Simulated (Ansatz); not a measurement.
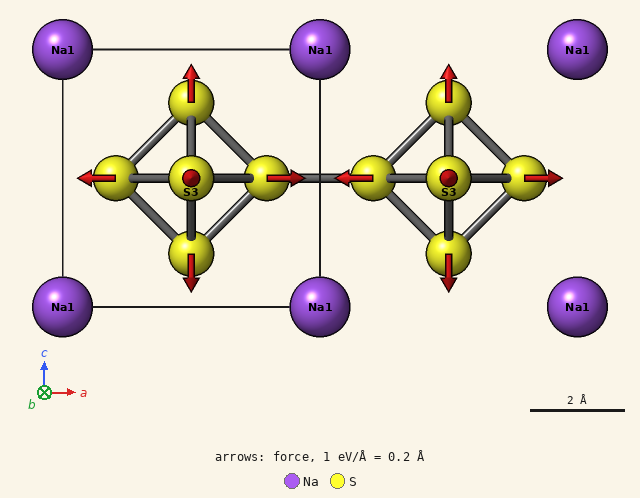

Starting geometry of solid NaS6 (a generated structure, set up in Pm-3m) (coarse preliminary run) with the computed forces as red arrows. Style: ball-and-stick. Shown: the cell of the calculation, repeated 2 × 1 × 1 with one cell outlined, along the b axis.

Theory: Ansatz, DFT PBE, scalar-relativistic, plane waves, PAW. Settings: plane-wave cutoff 420 eV; k-point mesh 4 × 4 × 4; occupations gaussian; smearing width 0.1 eV; no spin polarisation; cell and atoms relaxed; force threshold 0.04 eV/Å; at most 70 steps.

### Is this structure relaxed? If not, where do the atoms go?

It isn't relaxed: the largest force vector, on S atoms, is 4.22 eV/Å. The atoms end up moving mostly along the starting forces (cosine between the two patterns 1.00). After 6 accepted moves (7 points after the start) the energy has fallen by 886 meV per atom. Largest force component: 4.2 eV/Å at the start, 0.032 eV/Å at the end. Pressure: 17.59 GPa at the start and 0.33 GPa at the end. At 1 point the geometry stayed and the basis and grid were re-selected for the new cell (energy shift of 8.5 meV per atom at most each time). The largest moves relative to the cell, 0.33 Å, are those of S atoms. Na stays in place. Cell: a = b = c 5.489 → 6.310 Å (+15.0 %). Volume +51.9 %. Among the contacts that change: S–S 2.274 → 3.076 Å, S–S 2.272 → 1.961 Å. Bonds break: S–S (2.27 → 3.08 Å). The space group stays Pm-3m (No. 221). The run took 29 s on 1 thread of Arm Neoverse V1 (shared host), peak memory 0.44 GiB.
